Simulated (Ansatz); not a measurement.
Calibrating r2SCAN-D4/def2-TZVPP on S-containing molecules

The vertical ionisation energy (cation less neutral) in eV of 6 S-containing molecules: x at r2SCAN-D4/def2-TZVPP, y at CCSD(T)/def2-TZVPP. Shapes, held fixed at every level: PBE0-D4/def2-TZVP. Programs: Ansatz 0.2.0.

| molecule | x (eV) | y (eV) |
| --- | --- | --- |
| P4S3 (tetraphosphorus trisulfide) | 8.95 | 9.04 |
| SF2 (sulfur difluoride) | 9.93 | 10.11 |
| H2S (hydrogen sulfide) | 10.32 | ? |
| S2F2 (Thio-thionyl fluoride) | 10.47 | 10.48 |
| BH3(SH2) | 10.68 | 11.09 |
| SOF2 (thionyl fluoride) | 12.25 | 12.47 |

Problem. Fit y = c + s·x to the known rows and predict y for H2S.

Solution. 
1. Means of the 5 rows: x = 10.4560, y = 10.638.
2. Σ(Δx)² = 5.8135, Σ(Δx·Δy) = 6.07, so the slope is 6.07/5.8135 = 1.0441.
3. Intercept: 10.638 − (1.0441) × 10.4560 = -0.279. The largest residual of the fit is 0.22.
4. H2S: -0.279 + 1.0441 × 10.32 = 10.50 eV.

CCSD(T)/def2-TZVPP gives 10.30 eV, so the prediction is off by +0.20 eV, within the largest residual. Uncorrected, r2SCAN-D4/def2-TZVPP misses H2S by +0.02 eV, and the other rows by 0.18 on average. The line makes this one worse. Left out in turn, the other rows are missed by 0.15 eV on average, hardly better than no correction. Cations run unrestricted. T1 is large for P4S3 (0.022), so single-reference values are less sure there.

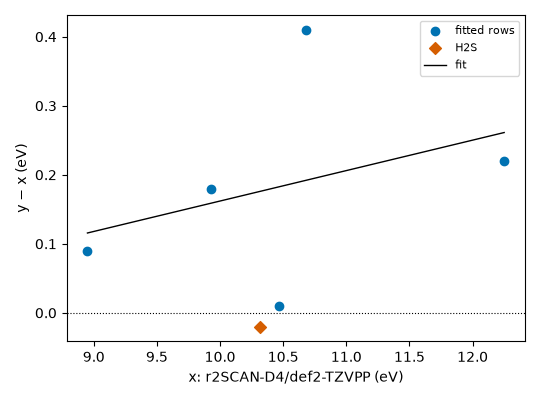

The correction y − x against x, with the fitted line and the withheld molecule.
